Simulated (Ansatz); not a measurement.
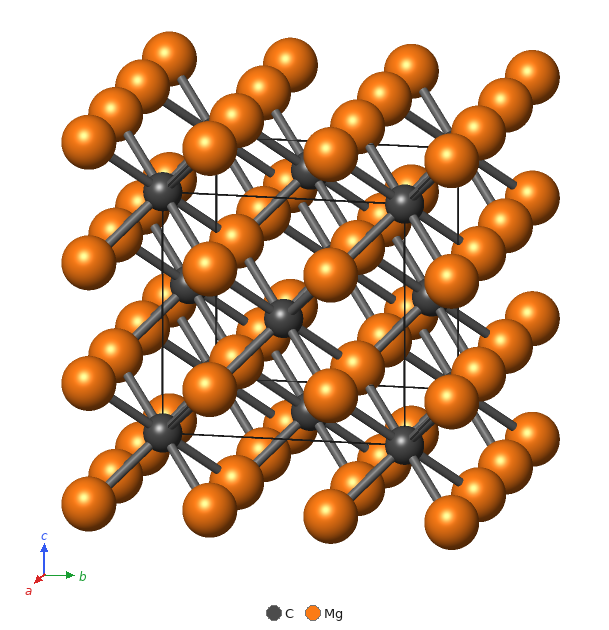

Drawn in the ball-and-stick manner and seen slightly off an axis. The conventional unit cell is drawn as a box. The first bonded neighbours in the surrounding cells are also shown.

Mg₂C, antifluorite, space group Fm-3m (No. 225), a = 5.291 Å, b = 5.291 Å, c = 5.291 Å, α = 90.00°, β = 90.00°, γ = 90.00°. Provenance: a structure type filled with these elements by a generator (whether the compound takes this form wasn't checked). The cell was then strained or its atoms displaced on purpose. Ansatz was used for an electronic-structure calculation on it.

This one geometry was computed with Ansatz (DFT, plane waves, PAW) at three levels of theory: r2SCAN, PBE and HSE06. It was relaxed with r2SCAN and then strained.

Q: Which level gives the highest pressure at this volume, and what does that say about its equilibrium volume?

A: Highest: PBE (10.3 GPa), which points to the largest equilibrium volume. Lowest, with the smallest volume: r2SCAN (8.4 GPa) and HSE06 (7.9 GPa). Levels within 0.5 GPa of each other can't be told apart.

Q: How does the band gap change with the level of theory?

A: PBE: a gap of 0.75 eV, indirect; r2SCAN: a gap of 1.13 eV, indirect; HSE06: a gap of 1.43 eV, indirect.

Q: Collect the results in a table.

A:
| level | cutoff (eV) | k-mesh of the run's cell | gap (eV) | pressure (GPa) |
| --- | --- | --- | --- | --- |
| r2SCAN | 500 | 8×8×8 | 1.13 | 8.4 |
| PBE | 420 | 8×8×8 | 0.75 | 10.3 |
| HSE06 | 420 | 6×6×6 | 1.43 | 7.9 |

Gaps are taken on the k-mesh or band path of each run.
